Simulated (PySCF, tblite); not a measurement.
# C₆H₁₀F₂SSi: geometry, infrared bands and NMR shifts

Aim: predict the infrared bands and NMR shifts of C₆H₁₀F₂SSi (`CC#C[C@@H](F)[C@@H](F)[SiH2]SC`).

The runs use tblite 0.8.0 and PySCF 2.14.0, with density-fitted response routines of our own; the level of theory stands in each step. All values are computed, except where a source is named. Atoms are numbered from 0 throughout.

## (1) Starting geometry

20 atoms, charge 0, multiplicity 1; geometry from: force field or distance geometry start.

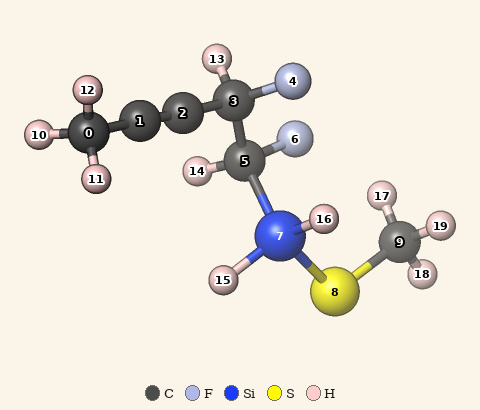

As it starts; carbon dark grey, fluorine light blue, silicon blue, sulfur yellow, hydrogen pink, atoms numbered; sticks join atoms by distance.

## (2) Geometry optimisation with GFN2-xTB

What the job is given:

```
{"job": {"kind": "relax", "xc": "GFN2-xTB", "basis": "xTB"}, "charge": 0, "multiplicity": 1}
C     -4.273300     0.115400     0.116200
C     -2.910300     0.110700    -0.413200
C     -1.774100     0.101600    -0.814300
C     -0.437700     0.110100    -1.349900
F      0.023900     1.399800    -1.431400
C      0.518700    -0.770600    -0.560000
F      1.743500    -0.625200    -1.226800
Si     0.809000    -0.157200     1.181600
S      2.773400    -0.873900     1.723400
C      4.047600    -0.305500     0.598100
H     -4.698300    -0.895400    -0.082600
H     -4.332400     0.334800     1.185300
H     -4.888300     0.871200    -0.412300
H     -0.450600    -0.313300    -2.375600
H      0.158200    -1.798700    -0.600400
H     -0.135800    -0.854500     2.085000
H      0.724000     1.295900     1.315600
H      3.905800    -0.601300    -0.457400
H      5.013500    -0.793000     0.924000
H      4.177900     0.814800     0.591700
```

The run is started by

```bash
OMP_NUM_THREADS=1 python probes_run.py task.json out
```

This one command runs all jobs of the session in turn.

The program printed:

```text
step      E/eV     max force
  0    -879.57314    2.039
  1    -879.72725    1.453
  2    -879.71178    3.992
  3    -879.80508    0.568
  4    -879.82385    0.399
  5    -879.85643    0.491
  6    -879.86595    0.249
  7    -879.88029    0.317
  8    -879.89540    0.452
  9    -879.91299    0.461
 10    -879.92644    0.252
 11    -879.93582    0.212
 12    -879.94215    0.215
 13    -879.94709    0.185
 14    -879.95153    0.156
 15    -879.95506    0.149
 16    -879.95788    0.143
 17    -879.96082    0.150
 18    -879.96427    0.129
 19    -879.96764    0.123
 20    -879.97029    0.107
 21    -879.97238    0.115
 22    -879.97461    0.110
 23    -879.97726    0.122
 24    -879.97987    0.122
 25    -879.98200    0.099
 26    -879.98377    0.087
 27    -879.98533    0.079
 28    -879.98659    0.071
 29    -879.98761    0.068
 30    -879.98867    0.077
 31    -879.99002    0.091
 32    -879.99158    0.095
 33    -879.99304    0.099
 34    -879.99435    0.116
 35    -879.99570    0.108
 36    -879.99713    0.092
 37    -879.99830    0.068
 38    -879.99905    0.070
 39    -879.99962    0.073
 40    -880.00029    0.063
 41    -880.00119    0.079
 42    -880.00224    0.067
 43    -880.00334    0.081
 44    -880.00447    0.088
 45    -880.00556    0.068
 46    -880.00636    0.054
 47    -880.00681    0.037
 48    -880.00705    0.029
 49    -880.00723    0.028
 50    -880.00739    0.023
 51    -880.00753    0.025
 52    -880.00767    0.025
 53    -880.00780    0.024
 54    -880.00793    0.028
 55    -880.00807    0.029
 56    -880.00822    0.036
 57    -880.00840    0.033
 58    -880.00858    0.030
 59    -880.00874    0.032
 60    -880.00888    0.033
 61    -880.00904    0.037
 62    -880.00927    0.045
 63    -880.00955    0.052
 64    -880.00985    0.054
 65    -880.01016    0.046
 66    -880.01050    0.051
 67    -880.01095    0.057
 68    -880.01161    0.096
 69    -880.01255    0.115
 70    -880.01360    0.090
 71    -880.01442    0.065
 72    -880.01505    0.056
 73    -880.01570    0.069
 74    -880.01639    0.081
 75    -880.01709    0.067
 76    -880.01768    0.057
 77    -880.01813    0.058
 78    -880.01870    0.076
 79    -880.01942    0.073
 80    -880.02147    0.096
 81    -880.02231    0.089
 82    -880.02372    0.101
 83    -880.02547    0.087
 84    -880.02694    0.075
 85    -880.02807    0.066
 86    -880.02866    0.115
 87    -880.02940    0.067
 88    -880.03007    0.048
 89    -880.03084    0.107
 90    -880.03132    0.061
 91    -880.03194    0.059
 92    -880.03279    0.081
 93    -880.03390    0.131
 94    -880.03504    0.215
 95    -880.03622    0.178
 96    -880.03742    0.070
 97    -880.03816    0.071
 98    -880.03887    0.106
 99    -880.03975    0.093
100    -880.04033    0.057
101    -880.04078    0.064
102    -880.04120    0.091
103    -880.04165    0.070
104    -880.04237    0.062
105    -880.04269    0.137
106    -880.04310    0.044
107    -880.04348    0.054
108    -880.04393    0.054
109    -880.04430    0.054
110    -880.04509    0.083
111    -880.04585    0.098
112    -880.04671    0.076
113    -880.04742    0.054
114    -880.04796    0.045
115    -880.04838    0.049
116    -880.04882    0.052
117    -880.04942    0.068
118    -880.05013    0.085
119    -880.05102    0.070
120    -880.05194    0.066
121    -880.05295    0.054
122    -880.05349    0.054
123    -880.05420    0.065
124    -880.05469    0.056
125    -880.05517    0.052
126    -880.05568    0.066
127    -880.05620    0.052
128    -880.05671    0.055
129    -880.05718    0.062
130    -880.05780    0.063
131    -880.05852    0.069
132    -880.05923    0.067
133    -880.05988    0.051
134    -880.06072    0.075
135    -880.06143    0.087
136    -880.06208    0.093
137    -880.06251    0.072
138    -880.06308    0.063
139    -880.06382    0.064
140    -880.06452    0.060
141    -880.06503    0.050
142    -880.06541    0.042
143    -880.06568    0.040
144    -880.06591    0.034
145    -880.06604    0.027
146    -880.06613    0.020
147    -880.06624    0.020
148    -880.06638    0.030
149    -880.06651    0.029
150    -880.06660    0.021
151    -880.06669    0.026
152    -880.06678    0.026
153    -880.06690    0.024
154    -880.06701    0.023
155    -880.06709    0.020
156    -880.06715    0.014
157    -880.06721    0.017
158    -880.06726    0.017
159    -880.06731    0.017
160    -880.06738    0.019
161    -880.06747    0.023
162    -880.06758    0.032
163    -880.06769    0.029
164    -880.06776    0.030
165    -880.06782    0.025
166    -880.06791    0.027
167    -880.06802    0.022
168    -880.06815    0.024
169    -880.06825    0.023
170    -880.06833    0.029
171    -880.06839    0.023
172    -880.06845    0.015
173    -880.06850    0.012
174    -880.06853    0.014
175    -880.06854    0.010
176    -880.06856    0.013
177    -880.06858    0.015
178    -880.06861    0.015
179    -880.06865    0.016
180    -880.06871    0.017
181    -880.06878    0.022
182    -880.06887    0.025
183    -880.06897    0.022
184    -880.06907    0.023
185    -880.06915    0.023
186    -880.06919    0.018
187    -880.06924    0.014
188    -880.06927    0.014
189    -880.06930    0.014
190    -880.06932    0.012
191    -880.06935    0.011
192    -880.06937    0.012
193    -880.06940    0.019
194    -880.06944    0.023
195    -880.06950    0.026
196    -880.06960    0.026
197    -880.06974    0.023
198    -880.06987    0.024
199    -880.06996    0.022
200    -880.07002    0.014
201    -880.07004    0.022
202    -880.07008    0.017
203    -880.07009    0.008
```

It took 3.5 s on 1 thread of Arm Neoverse N1, shared host; peak memory 0.18 GiB.

Relaxation path: (not every step is listed) (the energy doesn't fall at every step)

```csv
step,energy from step 0 (eV),largest force (eV/Å)
0,0.0000,2.0394
1,-0.1541,1.4532
2,-0.1386,3.9917
3,-0.2319,0.5682
4,-0.2507,0.3988
5,-0.2833,0.4911
6,-0.2928,0.2485
7,-0.3071,0.3170
8,-0.3223,0.4517
27,-0.4122,0.0791
46,-0.4332,0.0537
65,-0.4370,0.0458
84,-0.4538,0.0753
103,-0.4685,0.0703
122,-0.4804,0.0539
141,-0.4919,0.0498
160,-0.4942,0.0191
179,-0.4955,0.0157
198,-0.4967,0.0244
199,-0.4968,0.0219
200,-0.4969,0.0136
201,-0.4969,0.0216
202,-0.4969,0.0167
203,-0.4970,0.0083
```

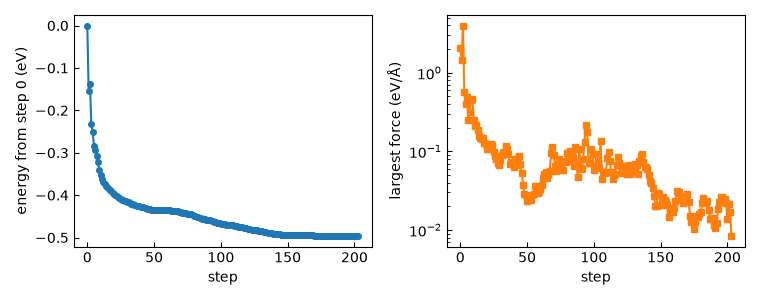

Energy and force, step by step.

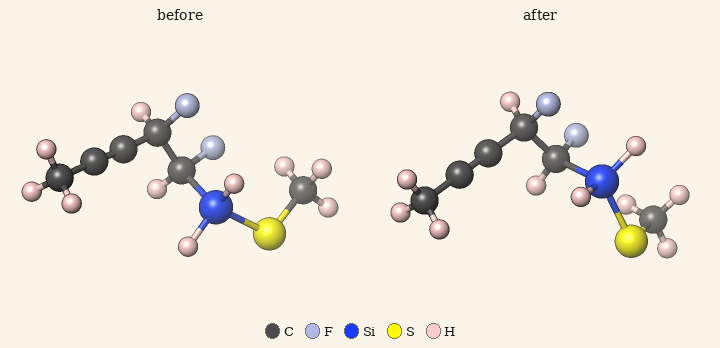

Before and after, at one scale.

Close pairs (by a distance rule), those that changed most:

```csv
bond,before (Å),after (Å),change (Å)
C5–Si7,1.869,1.929,+0.059
C9–H18,1.130,1.085,-0.045
C9–H19,1.128,1.085,-0.043
S8–C9,1.792,1.826,+0.034
Si7–H15,1.482,1.451,-0.030
C0–H10,1.114,1.089,-0.025
C3–F4,1.372,1.394,+0.021
C9–H17,1.105,1.084,-0.021
```

The end geometry stands in the next job.

## (3) Infrared spectrum with GFN2-xTB

What the job is given:

```
{"job": {"kind": "ir", "xc": "GFN2-xTB", "basis": "xTB"}, "charge": 0, "multiplicity": 1}
C     -4.097744    -0.556677     0.302781
C     -2.851989    -0.194017    -0.327981
C     -1.816467     0.082671    -0.865294
C     -0.559722     0.461925    -1.479954
F     -0.390822     1.841611    -1.380780
C      0.604995    -0.231625    -0.783238
F      1.663966    -0.360839    -1.675169
Si     1.182241     0.801484     0.739616
S      2.291402    -0.456039     2.071395
C      3.657206    -0.996085     0.986031
H     -4.364128    -1.578181     0.034472
H     -3.999553    -0.486555     1.385322
H     -4.889190     0.114622    -0.027701
H     -0.562540     0.238076    -2.555924
H      0.307101    -1.256355    -0.534069
H      0.016678     1.192802     1.510281
H      2.032920     1.866034     0.224894
H      3.259114    -1.486234     0.104329
H      4.254410    -1.694728     1.561891
H      4.256972    -0.136076     0.706062
```

The program printed:

```text
mode    cm-1     km/mol
  1     -17.0      0.01
  2      23.1      1.56
  3      32.5      1.51
  4      57.5      3.75
  5      85.9      0.60
  6     100.9      4.14
  7     121.6      2.31
  8     127.7      9.60
  9     153.1      3.74
 10     202.9      1.45
 11     226.2      5.41
 12     267.1     15.01
 13     278.9      0.83
 14     302.7      2.82
 15     408.3      4.22
 16     467.9     87.16
 17     487.8      5.28
 18     519.0     61.72
 19     571.3      4.51
 20     605.3      5.51
 21     698.4    174.04
 22     702.6    166.22
 23     720.8     32.49
 24     730.8    177.43
 25     835.7     30.01
 26     922.1    108.42
 27     944.5      1.54
 28     960.4      0.79
 29    1006.6     46.39
 30    1018.6     12.96
 31    1025.1     17.80
 32    1051.9     17.01
 33    1146.6     23.21
 34    1195.3      6.14
 35    1242.8      6.89
 36    1265.7      4.30
 37    1300.5      8.07
 38    1321.8      0.79
 39    1386.1      6.84
 40    1444.6      7.45
 41    1446.0      7.46
 42    1448.5      6.15
 43    1457.3      7.61
 44    2325.7    192.21
 45    2381.0    200.85
 46    2409.2     42.75
 47    2896.0     22.28
 48    2925.0     27.08
 49    3012.9     14.77
 50    3013.5     14.15
 51    3018.8     15.44
 52    3036.6      4.51
 53    3049.6      3.56
 54    3062.2      1.56
```

Wall time 1.7 s (1 thread of Arm Neoverse N1, shared host); peak memory 0.18 GiB.

Which atoms move in the most intense modes:

```csv
cm⁻¹,km/mol,atoms
468,87.2,"Si7 28 %, H15 26 %, H16 15 %"
519,61.7,"Si7 31 %, S8 31 %"
698,174.0,"H15 36 %, H16 22 %, Si7 19 %, C5 14 %"
703,166.2,"H15 26 %, H16 24 %, C5 12 %, C9 12 %"
731,177.4,"H16 26 %, H15 23 %, C9 18 %, C5 11 %"
922,108.4,"C3 43 %, F4 27 %, H14 17 %"
2326,192.2,H16 97 %
2381,200.8,H15 96 %
```

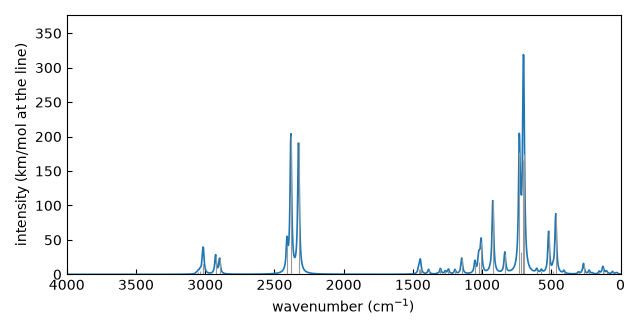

The infrared spectrum from these modes, unscaled. Lines are broadened to a width of 14 cm⁻¹ (Lorentzian).

## (4) Nuclear shieldings: PBE0/pcSseg-1

Same as in step 3 but for these lines:

```diff
@@ -1,2 +1,2 @@
-{"job": {"kind": "ir", "xc": "GFN2-xTB", "basis": "xTB"}, "charge": 0, "multiplicity": 1}
+{"job": {"kind": "nmr", "xc": "PBE0", "basis": "pcSseg-1"}, "charge": 0, "multiplicity": 1}
 C     -4.097744    -0.556677     0.302781
```

Level: GIAO PBE0/pcSseg-1 NMR shielding, non-relativistic, gas phase.

The program printed:

```text
coarse grid: 18136 points
cycle   1  E = -1120.9958861854  dE =  1.106e+00  |g| = 7.063e-01  |ddm| = 4.429e+00
cycle   2  E = -1120.9224192643  dE =  7.347e-02  |g| = 1.004e+00  |ddm| = 1.868e+00
cycle   3  E = -1121.0859409550  dE = -1.635e-01  |g| = 1.335e-01  |ddm| = 1.195e+00
cycle   4  E = -1121.0885356443  dE = -2.595e-03  |g| = 7.745e-02  |ddm| = 1.821e-01
cycle   5  E = -1121.0898250513  dE = -1.289e-03  |g| = 2.522e-02  |ddm| = 7.101e-02
cycle   6  E = -1121.0899731435  dE = -1.481e-04  |g| = 4.187e-03  |ddm| = 2.562e-02
cycle   7  E = -1121.0899772044  dE = -4.061e-06  |g| = 1.040e-03  |ddm| = 5.734e-03
final grid: 167848 points
cycle   8  E = -1121.1656469089  dE = -4.792e-05  |g| = 1.022e-02  |ddm| = 5.763e-02
cycle   9  E = -1121.1656299632  dE =  1.695e-05  |g| = 1.397e-02  |ddm| = 2.439e-02
cycle  10  E = -1121.1656701270  dE = -4.016e-05  |g| = 1.269e-03  |ddm| = 1.365e-02
cycle  11  E = -1121.1656703932  dE = -2.662e-07  |g| = 3.161e-04  |ddm| = 1.471e-03
cycle  12  E = -1121.1656704050  dE = -1.185e-08  |g| = 1.888e-04  |ddm| = 3.802e-04
cycle  13  E = -1121.1656704131  dE = -8.127e-09  |g| = 5.704e-05  |ddm| = 2.001e-04
cycle  14  E = -1121.1656704139  dE = -7.540e-10  |g| = 1.552e-05  |ddm| = 5.991e-05
converged SCF energy = -1121.1656704139

GIAO shielding tensors (ppm)
atom      isotropic    diamagn.    paramagn.     s11        s22        s33       span
  0 C      182.325     253.692     -71.368    174.874    175.125    196.975     22.101
  1 C       88.894     267.693    -178.799     10.933     16.084    239.665    228.732
  2 C      108.126     265.589    -157.463     17.210     25.885    281.284    264.073
  3 C       96.265     244.950    -148.684     67.895     87.737    133.164     65.269
  4 F      373.930     477.198    -103.269    341.621    372.086    408.083     66.462
  5 C       82.612     253.031    -170.419     55.289     78.167    114.379     59.090
  6 F      401.316     474.772     -73.456    338.911    403.869    461.168    122.257
  7 Si     377.638     880.333    -502.695    328.415    388.333    416.165     87.750
  8 S      701.129    1059.644    -358.516    629.031    641.055    833.300    204.268
  9 C      172.542     250.948     -78.406    163.058    164.886    189.683     26.625
 10 H       29.657      28.093       1.563     24.583     27.777     36.611     12.028
 11 H       29.632      31.549      -1.917     24.220     28.530     36.146     11.926
 12 H       29.584      25.366       4.217     24.387     27.596     36.769     12.382
 13 H       25.942      29.201      -3.259     23.486     25.167     29.173      5.686
 14 H       26.722      33.291      -6.568     24.152     25.647     30.368      6.216
 15 H       26.800      30.677      -3.877     22.392     26.476     31.533      9.140
 16 H       26.713      30.159      -3.446     21.906     26.602     31.631      9.724
 17 H       29.388      31.479      -2.091     22.759     29.432     35.973     13.214
 18 H       29.675      28.131       1.544     23.788     26.751     38.486     14.698
 19 H       29.568      28.876       0.691     24.624     26.925     37.155     12.531
```

Wall time 98 s (1 thread of Arm Neoverse N1, shared host); peak memory 0.99 GiB.

The references, computed at this level on geometries of the same kind, shield at (ppm): 1H TMS 31.72, 13C TMS 186.9, 29Si TMS 349.2, 19F CFCl3 170.9, 33S CS2 504. Their shielding less the atom's gives the shift. The references are single molecules in the gas phase, so shifts against H2O, NH3, PH3, H3PO4 or CFCl3 are not on the usual liquid scales and can be off by tens of ppm. Atoms listed in one row are averaged.

```csv
atoms,environment,σ (ppm),δ (ppm),δ scaled to CDCl3
C5,sp3 CH bonded to F and Si,82.6,104.3,99.9
C1,alkyne carbon,88.9,98.0,93.8
C3,propargylic sp3 CH bonded to F,96.3,90.7,86.6
C2,alkyne carbon,108.1,78.8,75.0
C9,methyl carbon bonded to S,172.5,14.4,7.7
C0,propargylic methyl carbon,182.3,4.6,2.6
H13,hydrogen on a propargylic sp3 CH bonded to F,25.94,5.77,5.55
H16,"hydrogen on a silicon bonded to C, S",26.71,5.00,–
H14,hydrogen on an sp3 CH bonded to F and Si,26.72,4.99,4.81
H15,"hydrogen on a silicon bonded to C, S",26.80,4.92,–
"H17, H18, H19",hydrogen on a methyl carbon bonded to S,29.54,2.17,2.15
"H10, H11, H12",hydrogen on a propargylic methyl carbon,29.62,2.09,2.08
F4,fluorine on an sp3 carbon,373.9,-203.0,–
F6,fluorine on an sp3 carbon,401.3,-230.4,–
Si7,"silicon bonded to C, S, 2 H",377.6,-28.5,–
S8,"sulfur bonded to C, Si",701,-197,–
```

The scaled column applies a straight-line fit of computed shieldings to shifts measured in CDCl3, with any fitted terms for Cl, Br or S neighbours, and one for carbons that bear F (root-mean-square error 0.16 ppm for H, 1.9 ppm for C).

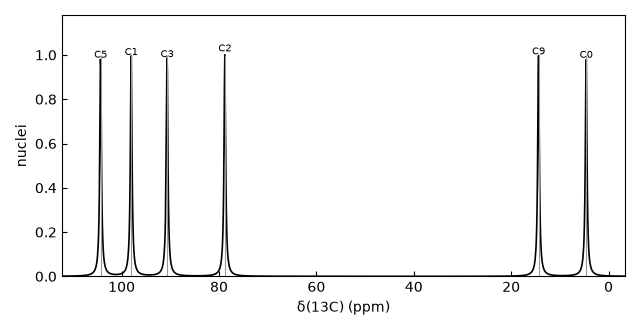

13C lines at the computed shifts, without couplings. Lines are broadened to a width of 0.40 ppm (Lorentzian).

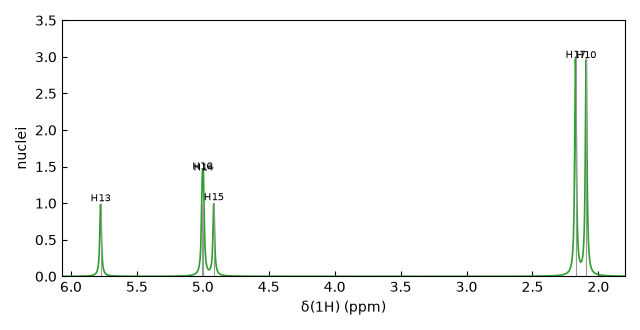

1H lines at the computed shifts, without couplings. Lines are broadened to a width of 0.01 ppm (Lorentzian).

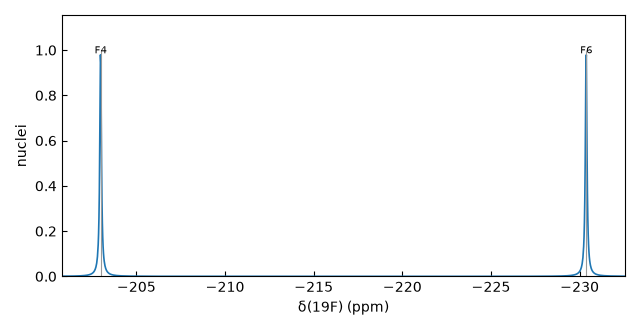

19F lines at the computed shifts, without couplings. Lines are broadened to a width of 0.11 ppm (Lorentzian).

Charges from the same density, by scheme (e):

```csv
atoms,Mulliken,IAO,Hirshfeld,ESP fit
C0,-0.18,-0.44,-0.09,-0.58
C1,-0.24,-0.01,-0.02,0.25
C2,-0.06,-0.11,-0.08,-0.45
C3,0.16,0.15,0.06,0.35
F4,-0.32,-0.32,-0.10,-0.23
C5,-0.07,-0.10,-0.03,-0.12
F6,-0.34,-0.33,-0.11,-0.20
Si7,0.61,0.68,0.29,0.21
S8,-0.32,-0.18,-0.11,-0.26
C9,-0.40,-0.50,-0.12,-0.35
```

IAO charges:

C0 -0.44; C1 -0.01; C2 -0.11; C3 0.15; F4 -0.32; C5 -0.10; F6 -0.33; Si7 0.68; S8 -0.18; C9 -0.50; H10 0.18; H11 0.18; H12 0.18; H13 0.18; H14 0.16; H15 -0.10; H16 -0.11; H17 0.16; H18 0.17; H19 0.16

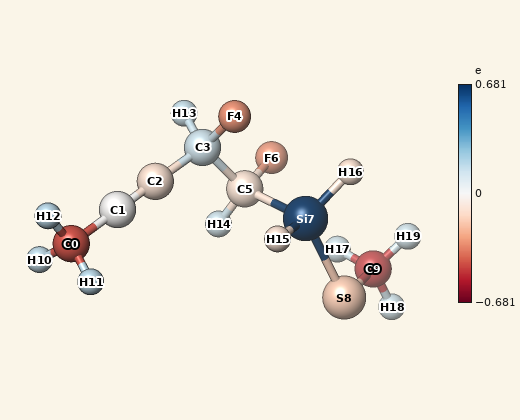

IAO charges, as colours on the atoms.

Mayer bond orders: C0–C1 1.22, C1–C2 2.57, C2–C3 1.00, C3–F4 0.87, C3–C5 1.02, C5–F6 0.81, C5–Si7 0.79, Si7–S8 0.99, S8–C9 0.99.

## (5) What came out

| quantity | value |
| --- | --- |
| strongest single infrared mode (GFN2-xTB) | 2381 cm⁻¹, 201 km/mol |
| zero-point energy (GFN2-xTB) | 87.8 kcal/mol |
| 13C shifts against TMS (PBE0/pcSseg-1) | 104.3, 98.0, 90.7, 78.8, 14.4, 4.6 ppm |
| 1H shifts against TMS (PBE0/pcSseg-1, means over atoms taken as alike) | 5.77, 5.00, 4.99, 4.92, 2.17, 2.09 ppm |
| 19F shifts against CFCl3 (PBE0/pcSseg-1) | -203.0, -230.4 ppm |
| 29Si shifts against TMS (PBE0/pcSseg-1) | -28.5 ppm |
| 33S shifts against CS2 (PBE0/pcSseg-1) | -197 ppm |

**Reading.** Over 203 steps the energy fell by 0.497 eV; of the close pairs, C5–Si7 changed most, 1.869 to 1.929 Å. The lowest mode is slightly imaginary (17i cm⁻¹), a soft motion within the noise of the Hessian, so the minimum is not strictly shown. The strongest single mode, at 2381 cm⁻¹, moves mainly H15. Unscaled tight-binding wavenumbers are off by several per cent, some by more. Its intensities can rank the bands wrongly. H13 (hydrogen on a propargylic sp3 CH bonded to F) lies farthest downfield among hydrogen, at 5.77 ppm; its carbon carries F, which withdraws density. At PBE0/pcSseg-1: Shielding is most anisotropic at C2 (span 264 ppm, paramagnetic term -157 ppm).
